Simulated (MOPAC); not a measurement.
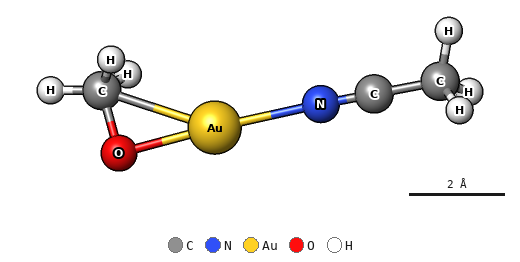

Fig. 1: The structure (ball-and-stick view, seen at a tilt). Sticks mark near contacts. Bond lengths as drawn: Au–C 2.58 Å, Au–N 2.32 Å, Au–O 2.11 Å, C–C 1.44 Å, C–H 1.10 to 1.11 Å, C–N 1.16 Å and C–O 1.40 Å.

## Run report: C$_{3}$H$_{6}$AuNO (charge +1), single-point calculation

The run: single-point calculation of C$_{3}$H$_{6}$AuNO, charge +1, multiplicity 2. Method and program: PM6-D3, unrestricted, dispersion D3 (MOPAC 23.2.5).

The geometry was optimised with PM6-D3.

## The program's output
```
MOPAC v23.2.5
PM6-D3 CALCULATION RESULTS

 *  PM6-D3     - CORRECT DISPERSION USING D3 METHOD
 *  DOUBLET    - SPIN STATE DEFINED AS A DOUBLET
 *
 *
 *
 *                 CHARGE ON SYSTEM = +1
 *
 *
 *
 *  1SCF       - DO 1 SCF AND THEN STOP
 *  THREADS=1  - MULTI-THREADING NOT USED
 *  AUX        - OUTPUT AUXILIARY INFORMATION
 *  DISP       - PRINT DISPERSION AND HYDROGEN BOND ENERGIES
PM6-D3 DOUBLET 1SCF CHARGE=1 DISP AUX(PRECISION=9) THREADS=1

   ATOM   CHEMICAL          X               Y               Z
  NUMBER   SYMBOL      (ANGSTROMS)     (ANGSTROMS)     (ANGSTROMS)

     1       C         -0.58189200  *  -2.27356700  *   3.00187400  *
     2       C         -0.31456100  *  -1.54621700  *   1.79406700  *
     3       N         -0.09959500  *  -0.95937500  *   0.82095600  *
     4      Au          0.35549600  *   0.16186000  *  -1.15984300  *
     5       O          0.79914800  *   1.10143700  *  -2.99623800  *
     6       C          0.43034300  *   2.36040600  *  -2.50157900  *
     7       H          0.33771000  *  -2.43400800  *   3.60238400  *
     8       H         -1.00974400  *  -3.27692400  *   2.79574600  *
     9       H         -1.30534700  *  -1.74349100  *   3.65542300  *
    10       H          0.57485600  *   3.09017200  *  -3.31499200  *
    11       H         -0.63848400  *   2.35317700  *  -2.21366400  *
    12       H          1.08435200  *   2.63736800  *  -1.65247100  *

          CARTESIAN COORDINATES

    NO.       ATOM           X           Y           Z

     1         C         -0.5819     -2.2736      3.0019
     2         C         -0.3146     -1.5462      1.7941
     3         N         -0.0996     -0.9594      0.8210
     4        Au          0.3555      0.1619     -1.1598
     5         O          0.7991      1.1014     -2.9962
     6         C          0.4303      2.3604     -2.5016
     7         H          0.3377     -2.4340      3.6024
     8         H         -1.0097     -3.2769      2.7957
     9         H         -1.3053     -1.7435      3.6554
    10         H          0.5749      3.0902     -3.3150
    11         H         -0.6385      2.3532     -2.2137
    12         H          1.0844      2.6374     -1.6525

           Empirical Formula: C3 H6 N O Au  =    12 atoms

      MOLECULAR POINT GROUP   :   C1

 DOUBLET STATE CALCULATION

          UHF CALCULATION, NO. OF ALPHA ELECTRONS =   20
                           NO. OF BETA  ELECTRONS =   19

 -------------------------------------------------------------------------------
 PM6-D3 DOUBLET 1SCF CHARGE=1 DISP AUX(PRECISION=9) THREADS=1

     1SCF WAS SPECIFIED, SO BFGS WAS NOT USED
     SCF FIELD WAS ACHIEVED

                              PM6-D3 CALCULATION

          FINAL HEAT OF FORMATION =        272.48318 KCAL/MOL =    1140.06961 KJ/MOL

          TOTAL ENERGY            =     -33561.90506 KCAL/MOL = ELECTRONIC ENERGY + CORE-CORE REPULSION
          ENERGY OF ATOMS         =      33836.20048 KCAL/MOL
                              SUM =        274.29542 KCAL/MOL
          DISPERSION ENERGY       =         -1.81119 KCAL/MOL
          H-BOND ENERGY           =         -0.00105 KCAL/MOL
                              SUM =        272.48318 KCAL/MOL = FINAL HEAT OF FORMATION

          TOTAL ENERGY            =      -1455.38195 EV
          ELECTRONIC ENERGY       =      -4549.38008 EV
          CORE-CORE REPULSION     =       3093.99813 EV
          COSMO AREA              =        151.13 SQUARE ANGSTROMS
          COSMO VOLUME            =        126.96 CUBIC ANGSTROMS

          IONIZATION POTENTIAL    =         15.040583 EV
          ALPHA SOMO LUMO (EV)    =        -15.528 -6.997
          BETA  SOMO LUMO (EV)    =        -15.041 -7.585
          NO. OF ALPHA ELECTRONS  =         20
          NO. OF BETA  ELECTRONS  =         19
          MOLECULAR WEIGHT        =        269.0530         POINT GROUP:  C1

          MOLECULAR DIMENSIONS (Angstroms)

            Atom       Atom       Distance
            H    10    H     8     8.96616
            O     5    H     9     2.96721
            H     7    H    11     2.44247

          SCF CALCULATIONS        =          1

          WALL-CLOCK TIME         =      0.043 SECONDS
          COMPUTATION TIME        =      0.043 SECONDS

   ATOM   CHEMICAL          X               Y               Z
  NUMBER   SYMBOL      (ANGSTROMS)     (ANGSTROMS)     (ANGSTROMS)

     1       C         -0.58189200  *  -2.27356700  *   3.00187400  *
     2       C         -0.31456100  *  -1.54621700  *   1.79406700  *
     3       N         -0.09959500  *  -0.95937500  *   0.82095600  *
     4      Au          0.35549600  *   0.16186000  *  -1.15984300  *
     5       O          0.79914800  *   1.10143700  *  -2.99623800  *
     6       C          0.43034300  *   2.36040600  *  -2.50157900  *
     7       H          0.33771000  *  -2.43400800  *   3.60238400  *
     8       H         -1.00974400  *  -3.27692400  *   2.79574600  *
     9       H         -1.30534700  *  -1.74349100  *   3.65542300  *
    10       H          0.57485600  *   3.09017200  *  -3.31499200  *
    11       H         -0.63848400  *   2.35317700  *  -2.21366400  *
    12       H          1.08435200  *   2.63736800  *  -1.65247100  *

                             CARTESIAN COORDINATES

   1    C       -0.581892000    -2.273567000     3.001874000
   2    C       -0.314561000    -1.546217000     1.794067000
   3    N       -0.099595000    -0.959375000     0.820956000
   4   Au        0.355496000     0.161860000    -1.159843000
   5    O        0.799148000     1.101437000    -2.996238000
   6    C        0.430343000     2.360406000    -2.501579000
   7    H        0.337710000    -2.434008000     3.602384000
   8    H       -1.009744000    -3.276924000     2.795746000
   9    H       -1.305347000    -1.743491000     3.655423000
  10    H        0.574856000     3.090172000    -3.314992000
  11    H       -0.638484000     2.353177000    -2.213664000
  12    H        1.084352000     2.637368000    -1.652471000

           Empirical Formula: C3 H6 N O Au  =    12 atoms

      MOLECULAR POINT GROUP   :   C1

          ALPHA EIGENVALUES
 -37.64152 -37.08446 -31.32812 -30.00607 -23.50679 -22.60296 -21.32837 -21.15524
 -20.21424 -20.21031 -19.39309 -18.14186 -17.51799 -17.51216 -16.46077 -16.11890
 -16.02698 -15.80339 -15.67684 -15.52845  -6.99740  -3.72053  -3.71906  -2.72337
  -1.59321  -0.37129  -0.20593   0.29268   0.65209   0.82112   0.82365   1.79259
  32.73903  35.90140  36.17954

           BETA EIGENVALUES
 -37.60917 -34.65034 -31.32886 -28.59248 -23.36590 -21.19865 -20.79821 -20.22705
 -20.22335 -20.07656 -19.40120 -17.54269 -17.53711 -16.18462 -15.91800 -15.86078
 -15.25218 -15.05703 -15.04058  -7.58516  -6.77008  -3.74478  -3.74347  -1.98881
  -1.60930  -0.27482  -0.16882   0.23599   0.77976   0.82111   0.82366   1.79035
  32.65267  35.99944  36.25650

              NET ATOMIC CHARGES AND DIPOLE CONTRIBUTIONS

  ATOM NO.   TYPE          CHARGE      No. of ELECS.   s-Pop       p-Pop       d-Pop
    1          C          -0.504545        4.5045     1.07998     3.42457
    2          C           0.396466        3.6035     1.11898     2.48455
    3          N          -0.449220        5.4492     1.71054     3.73868
    4         Au           0.799365       10.2006     0.70801     0.02187     9.47075
    5          O          -0.300631        6.3006     1.88862     4.41201
    6          C          -0.257855        4.2579     1.10105     3.15680
    7          H           0.235334        0.7647     0.76467
    8          H           0.235756        0.7642     0.76424
    9          H           0.234628        0.7654     0.76537
   10          H           0.265820        0.7342     0.73418
   11          H           0.173529        0.8265     0.82647
   12          H           0.171352        0.8286     0.82865
 DIPOLE           X         Y         Z       TOTAL
 POINT-CHG.    -1.771     0.051     5.447     5.728
 HYBRID         0.017    -0.279     0.092     0.294
 SUM           -1.754    -0.228     5.538     5.814

          ATOMIC ORBITAL ELECTRON POPULATIONS

     Atom    s        px        py        pz      x^2-y^2     xz        z^2       yz        xy
    1  C   1.07998   1.23115   1.16456   1.02886
    2  C   1.11898   0.79245   0.81799   0.87412
    3  N   1.71054   1.25115   1.24772   1.23981
    4 Au   0.70801   0.00177   0.00633   0.01376   1.99529   1.94816   1.76070   1.78824   1.97836
    5  O   1.88862   1.88152   1.27969   1.25080
    6  C   1.10105   1.11743   0.93267   1.10670
    7  H   0.76467
    8  H   0.76424
    9  H   0.76537
   10  H   0.73418
   11  H   0.82647
   12  H   0.82865

                    (SZ)    =    0.500000
                    (S**2)  =    1.299376

          ATOMIC ORBITAL SPIN POPULATIONS

    Atom   Total    s     px     py     pz   x^2-y^2  xz     z^2    yz     xy
         Atomic
    1  C -0.0027 -0.000 -0.000 -0.001 -0.002
    2  C  0.0051 -0.003  0.006  0.003 -0.001
    3  N -0.0297 -0.013 -0.006 -0.006 -0.004
    4 Au  0.1180  0.200 -0.000 -0.000 -0.000  0.001 -0.012 -0.018 -0.053  0.001
    5  O  0.8414  0.021  0.057  0.155  0.608
    6  C -0.0327 -0.007 -0.006 -0.048  0.028
    7  H  0.0003  0.000
    8  H  0.0003  0.000
    9  H  0.0003  0.000
   10  H  0.0678  0.068
   11  H  0.0176  0.018
   12  H  0.0144  0.014

 *                    *
 * JOB ENDED NORMALLY *
 *                    *

 TOTAL JOB TIME:             0.05 SECONDS

 == MOPAC DONE ==
```

This output came from the following input.

## Input (calc.mop)
```
PM6-D3 DOUBLET 1SCF CHARGE=1 DISP AUX(PRECISION=9) THREADS=1


C -0.581892 1 -2.273567 1 3.001874 1
C -0.314561 1 -1.546217 1 1.794067 1
N -0.099595 1 -0.959375 1 0.820956 1
Au 0.355496 1 0.161860 1 -1.159843 1
O 0.799148 1 1.101437 1 -2.996238 1
C 0.430343 1 2.360406 1 -2.501579 1
H 0.337710 1 -2.434008 1 3.602384 1
H -1.009744 1 -3.276924 1 2.795746 1
H -1.305347 1 -1.743491 1 3.655423 1
H 0.574856 1 3.090172 1 -3.314992 1
H -0.638484 1 2.353177 1 -2.213664 1
H 1.084352 1 2.637368 1 -1.652471 1
```

Command:
```bash
mopac calc.mop
```

## Key numbers

- outcome: converged
- total energy: −53.484300 hartree
- dispersion energy: −0.002886 hartree
- heat of formation: 272.48 kcal/mol
- basis functions: 35
- ⟨S²⟩: 1.299
- hardware: 1 thread of AMD EPYC (Zen 3), 128 GiB of memory available, shared host
- peak memory: 0.071 GiB

## Remarks

The record of the run, not the program, notes: spin contamination. ⟨S²⟩ is 1.30 against 0.75 for a pure state: the solution is spin-contaminated. MOPAC's energies along a path are heats of formation.
